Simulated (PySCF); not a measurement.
## Electronic structure of C3H7F2Si (SMILES FC[C](F)C[SiH3]) (doublet) in real space

```xyz
13

F    -1.1063    1.7830   -0.4541
C    -1.7594    0.5399   -0.3267
C    -0.9108   -0.4817    0.3067
F    -1.0602   -0.5908    1.6598
C     0.3451   -0.9778   -0.2332
Si    1.8242    0.2570    0.0962
H    -2.0269    0.2629   -1.3516
H    -2.6531    0.7357    0.2714
H     0.2533   -1.1308   -1.3061
H     0.6062   -1.9234    0.2413
H     3.0342   -0.4715   -0.2919
H     1.8232    0.5618    1.5231
H     1.6262    1.4361   -0.7363
```

Geometry: GFN2-xTB.

The calculation used UKS B3LYP, pcH-1 on C F H Si, non-relativistic, mean-field spin-orbit, GIAO (PySCF).

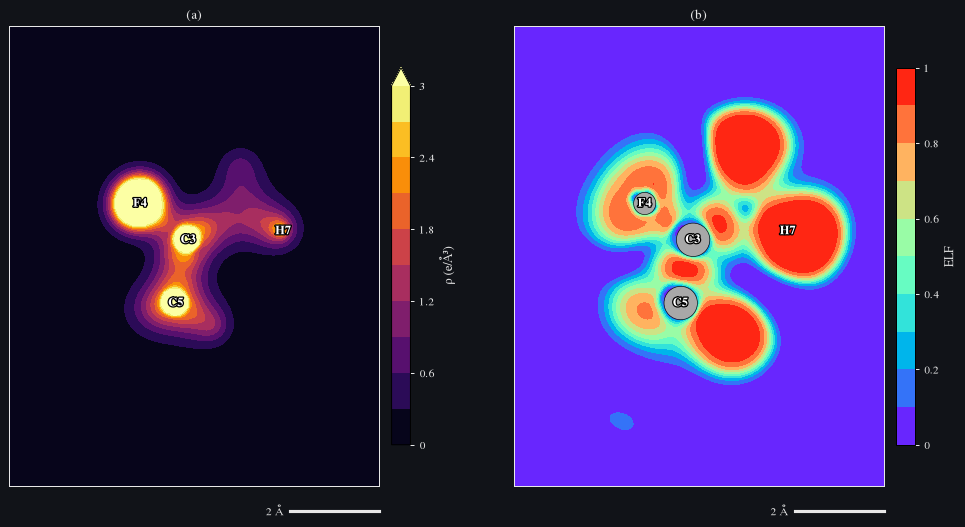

Figure 1. (a) total electron density; (b) ELF on the plane of atoms F4, C3 and C5. Grey discs cover the atomic cores in the ELF map.

**What do the fields say about this system?**

- The plane passes through C, F and H nuclei.
- C–F (1.37 Å): ρ at the midpoint is about 2 e/Å³, with its minimum of 1.6 e/Å³ about 0.5 Å from C; the ELF peaks at about 0.85 between the atoms: a polar covalent bond.
- C–C (1.45 Å): ρ is about 1.8 e/Å³ halfway; the ELF peaks at about 0.95 between the atoms: localised, covalent bonding.
- The ELF also peaks beside F4, away from the bonds: non-bonding electrons, paired or unpaired.

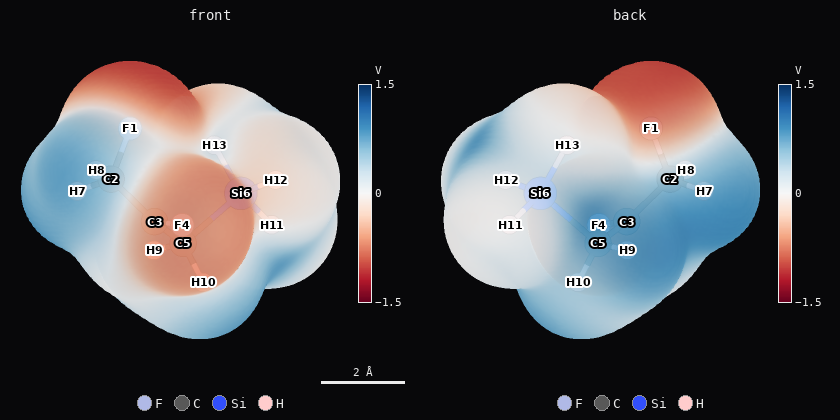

Figure 2. The molecular electrostatic potential painted on the density surface at 0.001 e/bohr³, seen from the front and from behind; the colour scale runs from red (negative) to blue (positive).

**Where is the surface potential most negative and most positive?**

The most negative region (about −1.0 V) lies over F1, the most positive (about +1.0 V) over H7 and H9.
